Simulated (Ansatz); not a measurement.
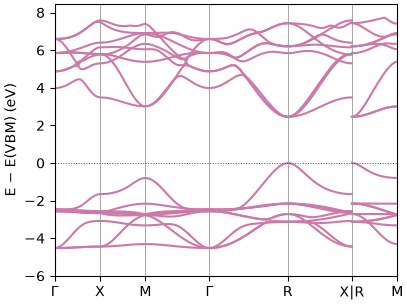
Band structure from plane-wave PAW r²SCAN (Ansatz code)

Task: Read off the gap and where the band edges lie.

Result: About 2.5 eV (2.45 eV by a search for the band edges); maximum at R, minimum at R.

The material is CsPbCl$_{3}$ (cubic perovskite, Pm-3m).

This is a known high-temperature phase of the composition, computed here at zero pressure and temperature. Symmetry was held in the r²SCAN relaxation; whether a distortion lowers the energy is not shown. Spin–orbit coupling is left out wherever it is not named.

Potentials: the later of the program's two PAW sets.
